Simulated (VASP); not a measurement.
Band structure of TiTe2 (space group P-3m1). All values below come from LDA (Ceperley-Alder, Perdew-Zunger) with spin-orbit coupling, VASP's LDA PAW potentials (set 64) (plane waves; VASP).

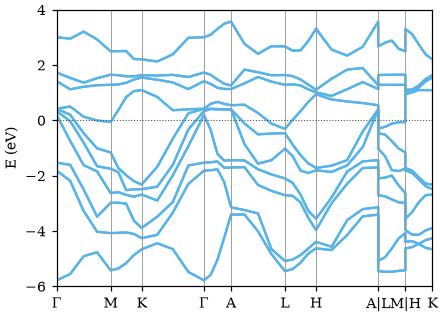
Fig. 1. Bands along high-symmetry lines, zero at the valence-band maximum or, without a gap, the Fermi level

Read the plot: is there a gap, and where are the band edges?

It has no gap at this level: it comes out as a metal or semimetal.

The structure comes from a computed database's TiTe2 entry (P-3m1); how it stands against other phases isn't given here. It was relaxed first, which changed the volume by -14 %.
